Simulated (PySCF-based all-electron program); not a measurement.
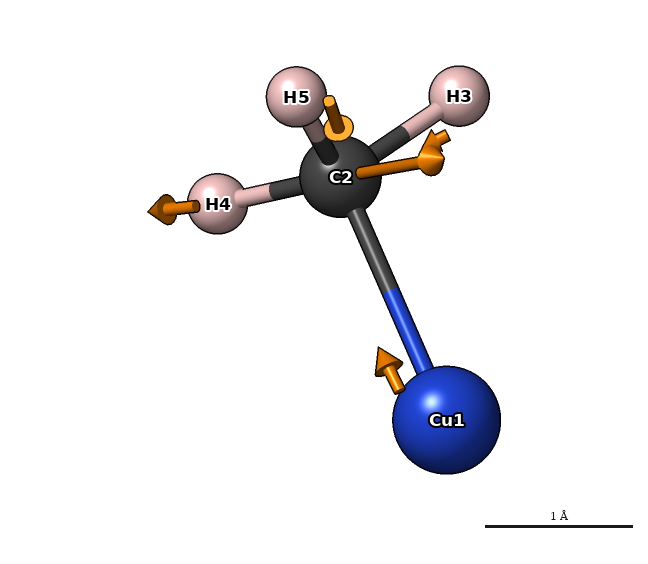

Arrows show the forces on the atoms, 0.7 Å of arrow for 1 eV/Å; forces under a tenth of the largest aren't drawn. The species is neutral and a spin singlet. Level of theory: r2SCAN, all-electron, scalar-relativistic (X2C), large uncontracted Gaussian sets (PySCF-based all-electron program).

### On which atom is the force largest, and how large is it?

On C2: 1.52 eV/Å.

### Which bond do the forces act along most?

C2–H4, now 1.070 Å: the forces push its atoms apart, so a first step downhill lengthens it.

List the force components in the frame of the picture (x right, y up, z towards the viewer), in eV/Å.

| atom | Fx | Fy | Fz |
| --- | --- | --- | --- |
| Cu1 | −0.21 | 0.44 | −0.17 |
| C2 | 0.82 | 0.15 | 1.27 |
| H3 | −0.26 | −0.13 | 0.02 |
| H4 | −0.48 | −0.06 | −0.41 |
| H5 | 0.14 | −0.40 | −0.71 |
